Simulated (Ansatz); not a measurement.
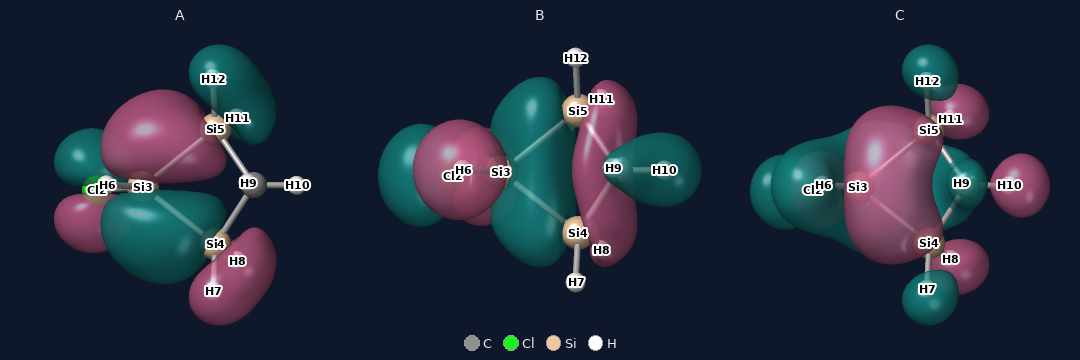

Figure. CH₇ClSi₃ (SMILES Cl[SiH]1[SiH2]C[SiH2]1). Three frontier orbitals at ±0.06 Å⁻³ᐟ² (teal and pink are the two phases), in no order.

Geometry: B3LYP-D3(BJ)/def2-SVP.

Method: Ansatz 0.2.0, isolated molecule in a Gaussian basis; Kohn-Sham density functional theory, functional PBE0.

```xyz
12

C     0.0879    3.6385   -0.5243
Cl   -0.6984   -0.7616   -2.3036
Si    0.0978    1.1661   -2.1888
Si   -1.2995    3.0083   -1.6887
Si    0.9704    1.9785   -0.1456
H     0.9915    1.3692   -3.3672
H    -1.7375    3.9690   -2.7438
H    -2.4865    2.5635   -0.9013
H     0.7732    4.2830   -1.1023
H    -0.2505    4.2093    0.3544
H     0.3229    1.2889    1.0085
H     2.4404    2.0737    0.0963
```

**Order the three orbitals by energy and name them.**

B is the HOMO−1 (−8.20 eV). It lies mainly on Cl2 (about 25 %), Si3 (about 20 %), H6 (about 10 %), C1 (about 10 %), Si4 (about 10 %) and Si5 (about 10 %). A is the HOMO (−7.29 eV). Its weight (Hirshfeld) is mainly on Si3 (about 30 %), Si4 (about 20 %), Si5 (about 20 %) and Cl2 (about 15 %). C is the LUMO (−1.14 eV). It lies mainly on Si3 (about 30 %), Si4 (about 15 %), Si5 (about 15 %) and Cl2 (about 15 %).

**What is the HOMO–LUMO gap?**

6.15 eV between the orbital energies.
